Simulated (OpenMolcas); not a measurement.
# Cr⁴⁺ among point charges: CASSCF and CASPT2 levels and susceptibility

Aim: the splitting of the states of Cr⁴⁺ in the field of 6 point charges, its lowest levels with spin-orbit coupling and its magnetic susceptibility.

Method: state-averaged CASSCF and CASPT2, spin-orbit coupling by RASSI with atomic mean-field integrals. Code: OpenMolcas 26.06.

## Step 1: Starting point

| Property | Result |
| --- | --- |
| Species | Cr⁴⁺ (chromium, Z = 24, 20 electrons) |
| Basis | ANO-RCC-VDZP [5s4p2d1f], 34 functions |
| Scalar Hamiltonian | DKH2, point nucleus |
| Inactive shells | 1s 2s 2p 3s 3p |
| Active space | 2 electrons in 5 orbitals (3d) |
| Some configurations of this space | 3d2 |
| Orbitals | optimised for each spin and parity, averaged over all roots |

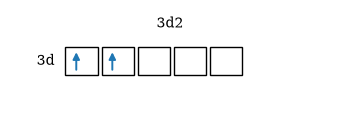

Outer shells as boxes.

The ion sits among 6 point charges of -2 e arranged as an octahedron (Oh), 1.68 Å from the ion.

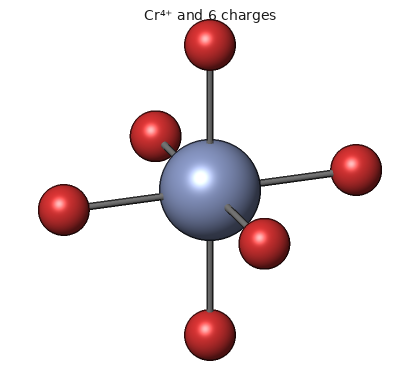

The ion and the point charges (red).

Each step is its own input file, run in one work folder so that later steps find the files of earlier ones. Labels, J, g values, rates, χT and fits are worked out afterwards by a script from the matrices that RASSI stores. The input lists half of the charges; inversion (Group=XYZ) makes the rest.

## Step 2: One- and two-electron integrals

Contents of a.inp:

```
&GATEWAY
Coord
1

Cr 0.0 0.0 0.0
Basis=ANO-RCC-VDZP
Group=XYZ
NoMove
AngMom=0.0 0.0 0.0
AMFI
XField
3 Angstrom 0
1.680000 0.000000 0.000000 -2.000000
0.000000 1.680000 0.000000 -2.000000
0.000000 0.000000 1.680000 -2.000000
&SEWARD
```

Started as:

```console
$ OMP_NUM_THREADS=1 MOLCAS_MEM=1689 MOLCAS_PROJECT=a pymolcas a.inp > a.log
```

## Step 3: CASSCF: triplets of even parity, 10 roots

Contents of a.inp:

```
&RASSCF
FileOrb=start.orb
Symmetry=1
Spin=3
nActEl=2 0 0
Inactive=3 6
Ras2=5 0
CIRoot=10 10 1
SDav=10
CIMx=300
Iter=120 100
PrWF=0.3
OrbListing=Nothing
MaxOrb=0
>>> COPY $Project.JobIph JOB001
```

start.orb holds the contracted functions of the basis, ordered by shell, or the orbitals of the step before.

## Step 4: CASSCF: singlets of even parity, 15 roots

Contents of a.inp:

```
&RASSCF
FileOrb=start.orb
Symmetry=1
Spin=1
nActEl=2 0 0
Inactive=3 6
Ras2=5 0
CIRoot=15 15 1
SDav=15
CIMx=300
Iter=120 100
PrWF=0.3
OrbListing=Nothing
MaxOrb=0
>>> COPY $Project.JobIph JOB002
```

## Step 5: State interaction with spin-orbit coupling

Contents of a.inp:

```
&RASSI
NrOfJobIphs=2 10 15
1 2 3 4 5 6 7 8 9 10
1 2 3 4 5 6 7 8 9 10 11 12 13 14 15
IphNames
JOB001
JOB002
EJob
SpinOrbit
DIPRint=1.0
SOCoupling=1000.0
Subsets=2
Property=9
'ANGMOM' 1 'ANGMOM' 2 'ANGMOM' 3 'MLTPL  1' 1 'MLTPL  1' 2 'MLTPL  1' 3
'AMFI' 1 'AMFI' 2 'AMFI' 3
SOProperty=3
'ANGMOM' 1 'ANGMOM' 2 'ANGMOM' 3
```

## Step 6: CASPT2: IPEA 0.25, imaginary shift 0.1 (closed shells correlated: 3s 3p)

Contents of a.inp:

```
>>> COPY JOB001 $Project.JobIph
&CASPT2
Multistate=10 1 2 3 4 5 6 7 8 9 10
NoMult
Frozen=2 3
IPEA=0.25
Imaginary=0.1
MaxIter=60
WThr=0.0 0.3 0.05
PrWF=0.5
NoMix
>>> COPY JOB002 $Project.JobIph
&CASPT2
Multistate=15 1 2 3 4 5 6 7 8 9 10 11 12 13 14 15
NoMult
Frozen=2 3
IPEA=0.25
Imaginary=0.1
MaxIter=60
WThr=0.0 0.3 0.05
PrWF=0.5
NoMix
```

(Steps that only read results are left out.)

**Question.** What will these runs give? Wanted: spin-free ground state; first state of the same spin within the active space; lowest level; next level.

The runs gave:

| quantity | value |
| --- | --- |
| method | SS-CASPT2, IPEA 0.25, imaginary shift 0.1 (closed shells correlated: 3s 3p) |
| spin-free ground state | 3T1, 3-fold in its orbital part |
| first state of the same spin within the active space | 3T2 at 6540 cm⁻¹ |
| lowest level | 2-fold E, g = 0.00, 0.00, 0.00 |
| next level | 32.5 cm⁻¹ |
| χT at 300 K | 0.63 cm³ K/mol |
| effective moment at 300 K | 2.25 μB |

Cost by method:

```tsv
method	time of its own steps	time with the reference
A. CASSCF	4.7 s	4.7 s
B. SS-CASPT2, IPEA 0.25, imaginary shift 0.1, +3s 3p	1.8 s	6.5 s
```

Times are of one thread on a shared host.

**Reading.** The spin-free ground state (3T1) comes to 98 % from free-ion F terms and keeps the highest spin of the shell. χT at 300 K is 0.63, against 1.00 cm³ K/mol for the spin alone, so spin-orbit coupling lowers it. A ligand-field fit to the states below 45000 cm-1 gives 10Dq = 8693 cm-1, B = 1086 cm-1 and C = 4510 cm-1 (C/B = 4.15), with a deviation of 556 cm-1. CASPT2 does not keep the components of a term degenerate, and the means are used. The field of point charges can differ much from that of real complexes. Point charges carry no covalency, so the field is a model and not that of real ligands.
